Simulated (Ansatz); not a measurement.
**SnS (GeS type, space group Pnma), energy against volume**

SnS (GeS type, space group Pnma)

```cif
data_S4Sn4
_chemical_formula_sum 'Sn4 S4'
_space_group_name_H-M_alt 'Pnma'
_space_group_IT_number 62
_space_group_name_Hall '-P 2ac 2n'
_cell_length_a 10.91161
_cell_length_b 3.95337
_cell_length_c 4.11206
_cell_angle_alpha 90.000
_cell_angle_beta 90.000
_cell_angle_gamma 90.000
loop_
_atom_site_label
_atom_site_type_symbol
_atom_site_symmetry_multiplicity
_atom_site_Wyckoff_symbol
_atom_site_fract_x
_atom_site_fract_y
_atom_site_fract_z
_atom_site_occupancy
Sn1 Sn 4 c 0.38278 0.25000 0.40718 1
S1 S 4 c 0.14487 0.25000 0.47618 1
```

Equation-of-state scan: isotropic scaling of the cell above, V₀ being its volume. The atoms relax within the cell's symmetry.

Method: PBEsol-D3(BJ) (plane waves to 420 eV, PAW, scalar-relativistic; Ansatz, a quantum-chemistry and plane-wave program). k mesh 3×8×8 (Γ-centred), Fermi-Dirac smearing 0.05 eV. Energies are smeared free energies. Compression counts positive. With the shape held, the modulus is that of even scaling; a crystal free to change shape is softer. SnS was relaxed with its symmetry unable to fall. The zero of ΔE is the relaxed starting cell.

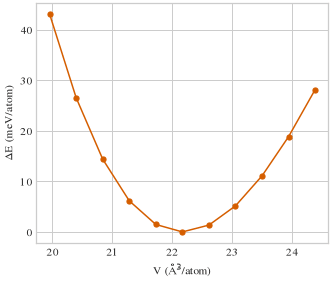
*ΔE (meV/atom) against V (Å³/atom); markers are the computed points, lines only join them.*

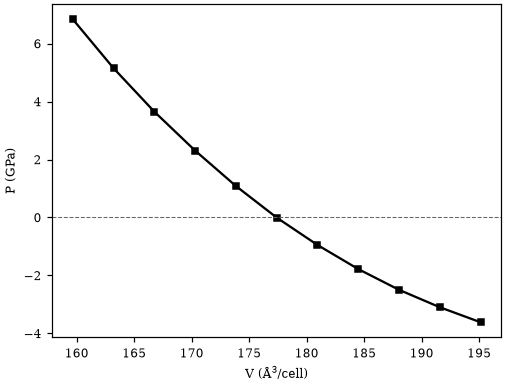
Figure. P (GPa) against V (Å³/cell); one marker a computed point.

The pressure at the smallest volume is 6.84 GPa and the equilibrium volume of the fit comes out as 22.18 Å³/atom. The pressure for 5 % compression (fit) is 2.9 GPa and the bulk modulus at fixed cell shape B₀ (third-order Birch-Murnaghan fit) is 49.8 GPa. The pressure derivative B₀′ (fit) comes out as 5.2.

P = (3B₀/2)(x⁷ − x⁵)[1 + ¾(B₀′ − 4)(x² − 1)] with x = (1/0.95)^(1/3), B₀ = 49.8 GPa and B₀′ = 5.23.

(A scan under strain: stresses follow from slopes of the energy per volume, elastic moduli from its curvatures.)
